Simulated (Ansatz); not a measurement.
Consider TaSeS (P3m1).

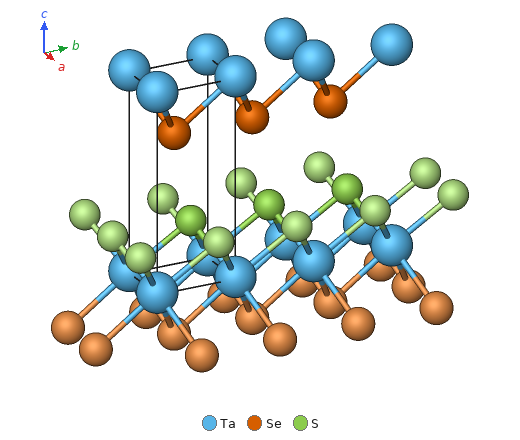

The structure (tantalum blue, selenium orange, sulfur green). 1×3×1 cells are drawn. Some periodic images of atoms are drawn too.

```yaml
crystal:
  lattice:
    - [-2.42773, 2.42773, 0.00000]
    - [2.42773, 0.00000, -2.42773]
    - [-3.69501, -3.69501, -3.69501]
  atoms:
    - { symbol: Ta, position: [0.00000, 0.00000, 0.01060] }
    - { symbol: Se, position: [0.66667, 0.33333, 0.74391] }
    - { symbol: S, position: [0.33333, 0.66667, 0.24549] }
```

The cell and positions are those that the Materials Project relaxed with its own functionals (PBE, PBE+U or r2SCAN), kept fixed. Spin-orbit coupling is left out unless a run names it. PAW set soft_2, made with PBE.

A constrained-RPA run (Ansatz 0.2.0; non-magnetic LDA; Ta t2g, bands v1 to c2, 6×6×4 mesh, medium accuracy) builds 3 functions on bands 4.0 eV wide, with 1.0 electrons in the window. The bare on-site interaction is 8.6 eV and the bare J 0.29 eV.

Q: What U and J survive the screening?

On the Ta t2g shell, U = 1.32 eV (15 % of the bare value), U′ = 0.88 eV, J = 0.20 eV.

The parent state is non-magnetic and the interaction static (zero frequency); U depends on the window and the orbitals, so it belongs to this model alone. Spin-orbit coupling, which is strong for atoms this heavy, is left out.

[Paths, hosts, dates, memory and timing lines, banners, echoed tables and standing remarks are left out of the program output.]

[Logs are printed without paths, hosts, clocks, repeated set-up lines and the standing remarks that a program may print on its own settings, such as how far it seeks lower states.]

[Runs of the session that timed out or met a known fault of the program may be left out.]

[Hosts, paths, dates, database ids (printed as entryN), source tags and the programs' standing remarks are cut or masked in the printed files.]
